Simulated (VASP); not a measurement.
Band structure of Zn₄S₃Se (ordered alloy cell). These are PBEsol GGA, VASP's PBE PAW potentials (set 64) (plane waves; VASP) values and carry that method's errors.

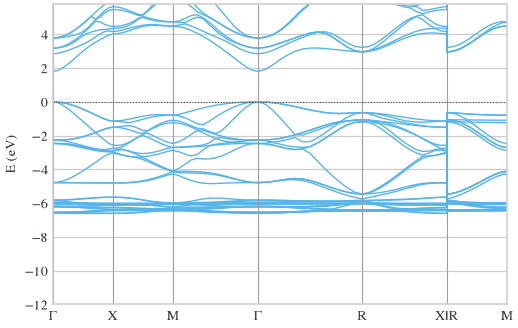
Bands along high-symmetry lines, zero at the valence-band maximum or, without a gap, the Fermi level

Read the plot: is there a gap, and where are the band edges?

The gap is direct, 1.80 eV, from the valence maximum at Γ to the conduction minimum at Γ. (Edges off the drawn lines would not show.)

The structure was generated: Zn4S3Se was put into an ordered model structure (P-43m), which need not be its known phase. It was relaxed first.
